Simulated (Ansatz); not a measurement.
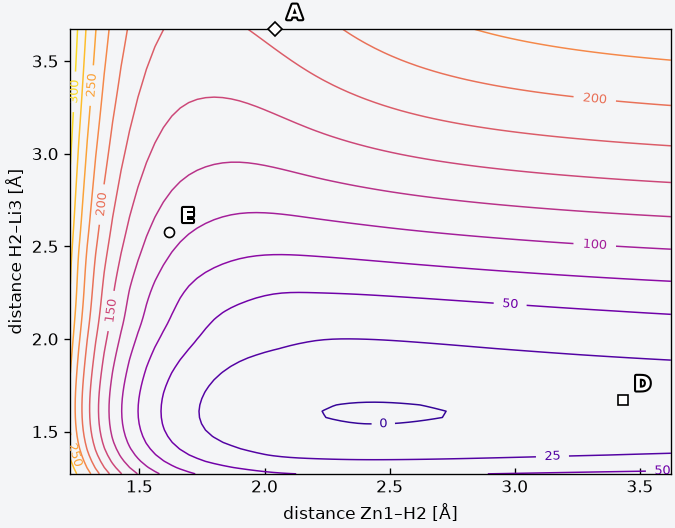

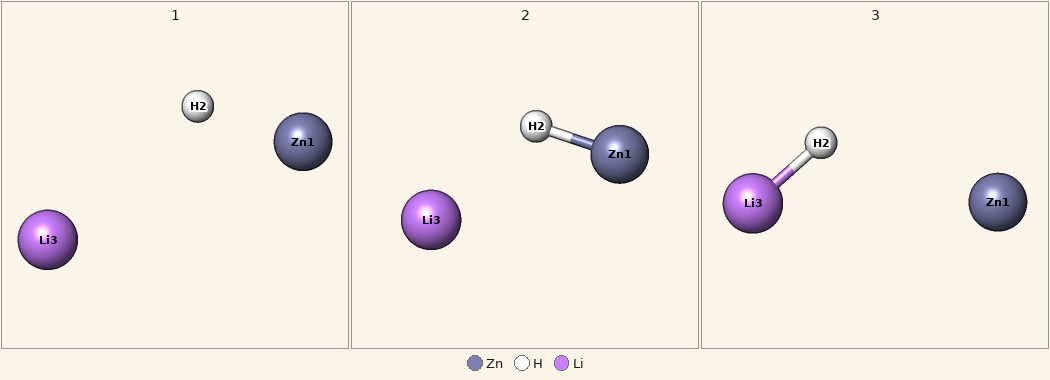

The system Zn + HLi. First axis: distance Zn1–H2. Second axis: distance H2–Li3. Nothing is relaxed (the angle Zn1–H2–Li3 is fixed at 120 degrees). Grid: 17 × 17 points. Points are written as (first, second). Energies: kJ/mol, counted from the lowest grid point. The reference is spin-restricted, so regions where a bond is pulled apart into radicals lie too high. Level of theory: RKS PBE0-D4/def2-TZVPD in Ansatz 0.2.0.

Drawn: contour lines labelled in kJ/mol, lettered points. Between grid points the surface is interpolated. The numbered pictures are the structures at these points, in random order.

Which structure belongs to which point?

Answer. A is structure 1: (2.043 Å, 3.672 Å), 182 kJ/mol; D is structure 3: (3.431 Å, 1.668 Å), 7 kJ/mol; E is structure 2: (1.620 Å, 2.575 Å), 110 kJ/mol.
